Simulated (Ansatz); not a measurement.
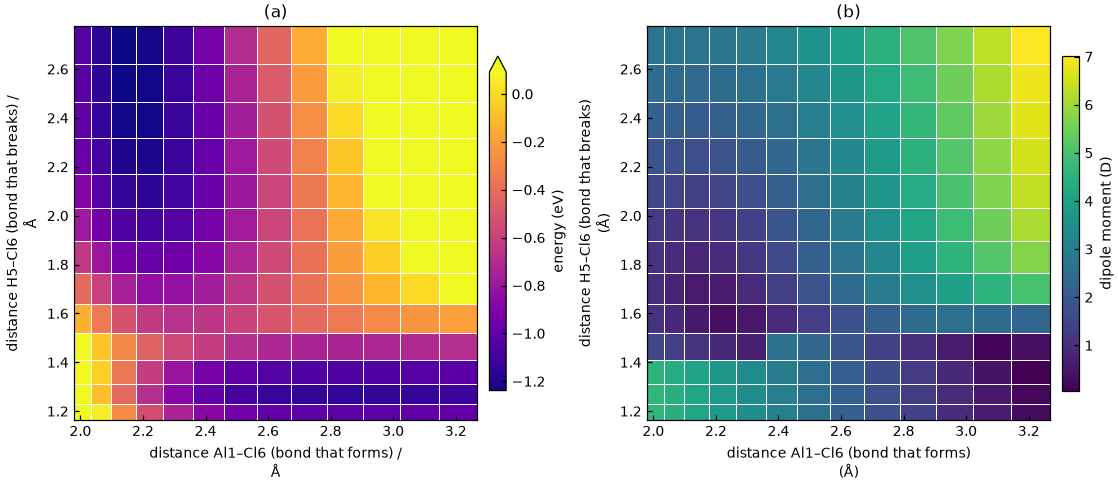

The reacting system AlClFH₃ (fragments AlFH₂ + ClH where the first distance is long, AlClFH₃ where the second is long). 
- First axis: distance Al1–Cl6 (bond that forms). Second axis: distance H5–Cl6 (bond that breaks).
- Relaxed at each point: all other coordinates.
- Grid: 13 × 13 points.
- Points are written as (first, second).
- Energies: eV, counted from a guessed transition structure relaxed with its forming and breaking bonds held.
- The reference is spin-restricted, so regions where a bond is pulled apart into radicals lie too high.
- Method: Ansatz, RHF/def2-SVP.

Panel (a) is the energy; panel (b) is the computed dipole moment, in D.

Drawn: one coloured cell a grid point, one colour for all values above the top of the scale.

How does the dipole moment vary over the map, and what is it at the lowest grid point?

Leaving out the highest fifth of the energies, it runs from 0.1 D at (3.207 Å, 1.357 Å) to 4.5 D at (2.730 Å, 2.697 Å). At the lowest grid point, (2.135 Å, 2.542 Å), it is 2.4 D.
